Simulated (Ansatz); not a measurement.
# CH3BNSi radical: an energy map over two coordinates

The runs use Ansatz 0.2.0; UKS PBE0-D4/def2-TZVP.

## Step 1: The starting structure

SMILES `[BH]N=C=[SiH2]`, 7 atoms, charge 0, spin multiplicity 2.

Atoms are counted from 1 here; the program's logs count them from 0.

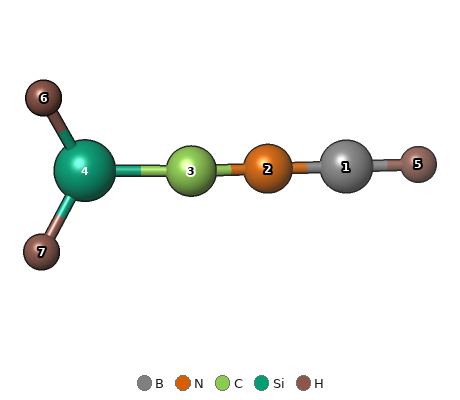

As it starts; boron grey, nitrogen orange, carbon green, silicon teal, hydrogen brown; atoms are numbered from 1 in the order of the file.

Coordinates:

```xyz
7
charge 0, multiplicity 2
B    -1.37272   -1.66816   -1.09275
N    -0.64660   -0.77340   -0.50949
C     0.04086    0.11888    0.07167
Si    1.21086    1.16590    0.77874
H    -2.04006   -2.49109   -1.62756
H     1.33642    1.16785    2.27207
H     1.47124    2.48001    0.10732
```

This geometry comes from a loose relaxation at PBE in a small basis, which is not shown.

## Step 3: Plan of the scan

- umbrella angle at Si4 (between each of its bonds and their common axis; 90 is planar): 9 values from 66 to 114 °
- change of the bonds Si4–C3, Si4–H6, Si4–H7, all alike: 9 values from −0.170 to 0.262 Å

Nothing else is relaxed (all other coordinates rigid). Energies count from the relaxed molecule at the same level. Points are written as (first, second).

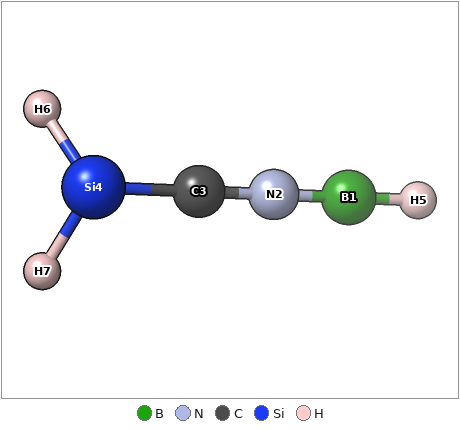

The geometry at (72°, 0.100 Å).

(The set-up runs are not shown.)

## Step 4: Grid point (72°, 0.100 Å)

Input file input.yaml:

```yaml
crystal:
  periodic: [false, false, false]
  atoms:
    - { symbol: B, position_ang: [-0.195372, -2.254612, -1.375019] }
    - { symbol: "N", position_ang: [0.163096, -1.225015, -0.730532] }
    - { symbol: C, position_ang: [0.520677, -0.197644, -0.087434] }
    - { symbol: Si, position_ang: [1.025731, 1.249825, 0.818456] }
    - { symbol: H, position_ang: [-0.526282, -3.205023, -1.969958] }
    - { symbol: H, position_ang: [1.798836, 0.877563, 2.139373] }
    - { symbol: H, position_ang: [1.932953, 2.200832, -0.049667] }
magnetization:
  spin_polarized: true
  initial_magnetization: 1
basis:
  gaussian: { orbitals: def2-TZVP }
hamiltonian:
  xc: pbe0
  dispersion: d4
output:
  forces: true
```

Started as:

```
$ ansatz run input.yaml --threads 1 --pin off --max-ram 2560MiB --backend cpu --events-out ev --progress --plain --runs-dir out
```

What time and memory should one allow on 1 thread of Intel Xeon 6975P-C (Granite Rapids), shared host?

About 5.4 s, with a peak of 0.31 GiB.
